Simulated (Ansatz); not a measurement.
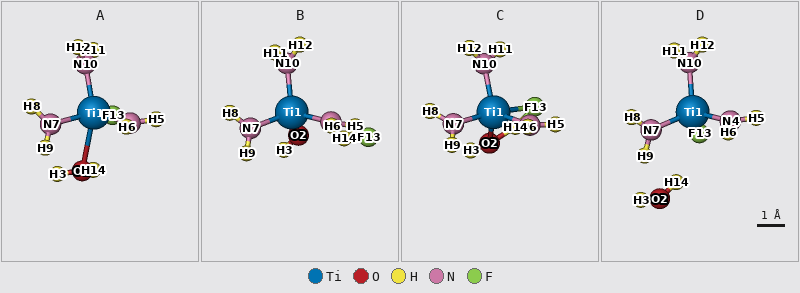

4 geometries from a converged minimum-energy path of TiN$_{3}$H$_{8}$OF, shuffled. The picture is a ball-and-stick view, seen at a tilt.

These are results of Ansatz 0.2.0, RHF/def2-SVP, not measurements. Set-up: 5 movable images; climbing image; force threshold 0.03 eV/Å; iteration limit 60; starting path through a guess of the saddle point.

### Which frame is the top of the path?

C. In order along the path, whose images run from 0 to 6: B (image 0, 0.0 kJ/mol), C (image 2, +46.8 kJ/mol), A (image 4, −30.8 kJ/mol), D (image 6, −44.8 kJ/mol). Breaking: F13–H14 (0.92 → 1.12 at the top → 2.03 Å), Ti1–O2 (1.84 → 2.00 at the top → 3.68 Å). Forming: O2–H14 (1.74 → 1.19 at the top → 0.95 Å), Ti1–F13 (3.51 → 2.20 at the top → 1.79 Å).

Limits of the set-up: Hartree-Fock leaves out electron correlation.
